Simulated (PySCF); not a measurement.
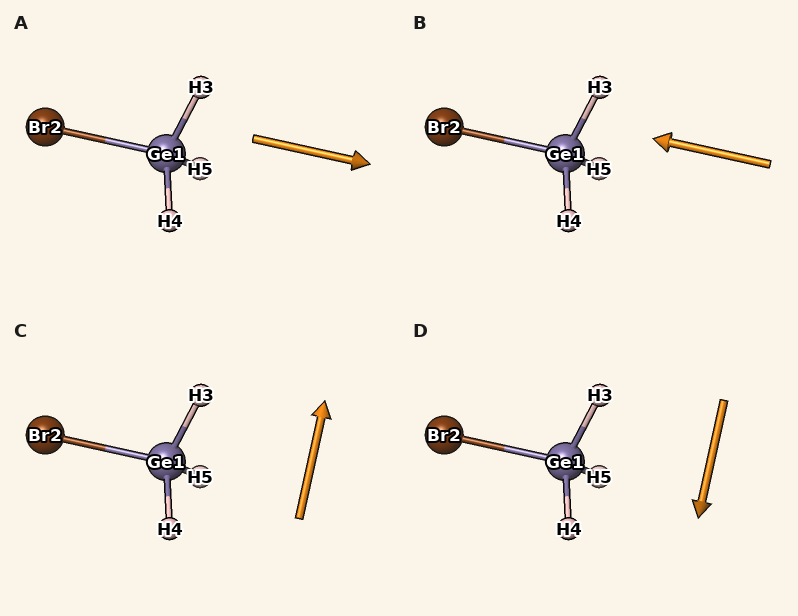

The same molecule four times, each with an arrow. The geometry was computed by an optimisation with GFN2-xTB. No frequency run is at hand to confirm it as a minimum. Properties computed with B3LYP/def2-SVPD, gas phase (PySCF 2.14.0).

Which arrow points along the dipole moment, from the negative to the positive end?

A. The dipole moment is 1.76 D; it points from the side of Br2 to the side of H3, H4, H5 (the outermost atoms at the two ends).

The geometry is semi-empirical. Around Br, Ge such bond lengths and angles can be off by a tenth of an ångström or more and by several degrees, and values that hang on the shape move with them.
